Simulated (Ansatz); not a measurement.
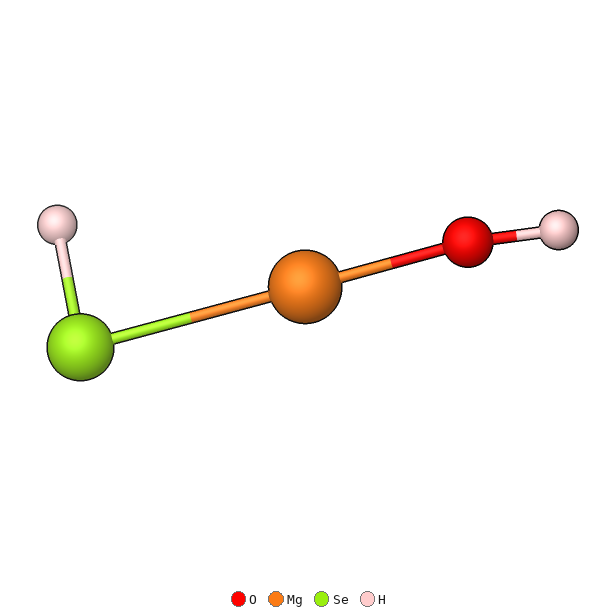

Rendered structure (ball-and-stick style). Every bond is drawn as one stick, whatever its order.

Description:

It has 5 atoms: 2 hydrogen, 1 magnesium, 1 oxygen and 1 selenium (H₂MgOSe). Coordination, clear cases only: 1 Mg linear; 1 Se bent.

More results for the same structure follow; atom numbers are the same in all pictures, views and colours differ. The geometry was computed by an optimisation with PBE0-D4/def2-TZVP. No frequency run is at hand to confirm it as a minimum.

Dipole moment

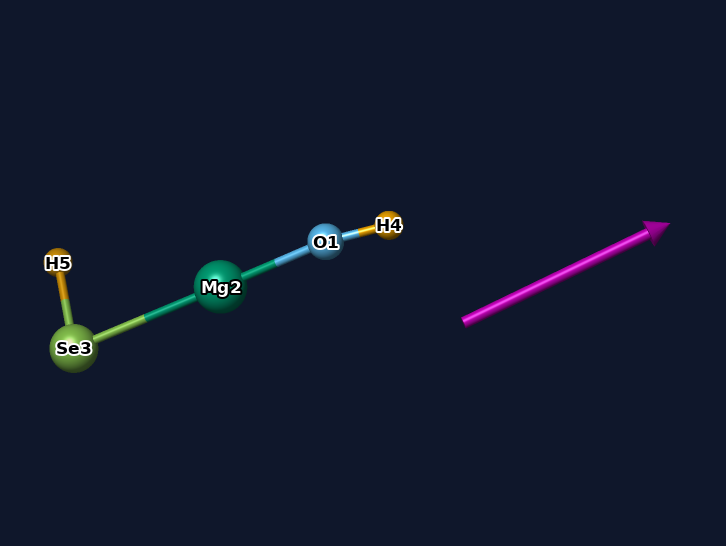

The arrow beside the molecule shows the direction of the dipole moment, from the negative to the positive end (its length means nothing). No frequency run is at hand to confirm it as a minimum. Properties computed with RKS PBE0-D4/def2-TZVP (Ansatz 0.2.0).

Question: Estimate the dipole moment.

Answer: 1.53 D; it points from the side of Se3 to the side of H4 (the outermost atoms at the two ends).

Charges

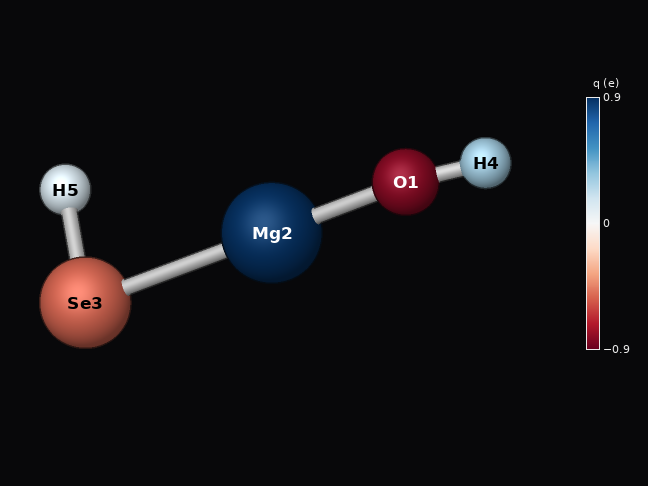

Atoms are coloured by their Mulliken charges. No frequency run is at hand to confirm it as a minimum. Properties computed with RKS PBE0-D4/def2-TZVP (Ansatz 0.2.0).

Question: Which atom carries the highest charge (most positive or least negative)?

Answer: Mg2 (0.89 e).

Question: And the lowest?

Answer: O1 (−0.81 e).

Give the Mulliken charges atom by atom.

| atom | value (e) |
| --- | --- |
| O1 | −0.81 |
| Mg2 | 0.89 |
| Se3 | −0.51 |
| H4 | 0.31 |
| H5 | 0.13 |

Electronic properties

No frequency run is at hand to confirm it as a minimum. Method: RKS PBE0-D4/def2-TZVPP (Ansatz 0.2.0).

Question: Give the HOMO energy (Kohn–Sham orbital) at this level.

Answer: −6.84 eV.

Question: Estimate the HOMO–LUMO gap.

Answer: 5.55 eV.

Mulliken values depend strongly on the basis set and can even reverse the polarity of a bond.
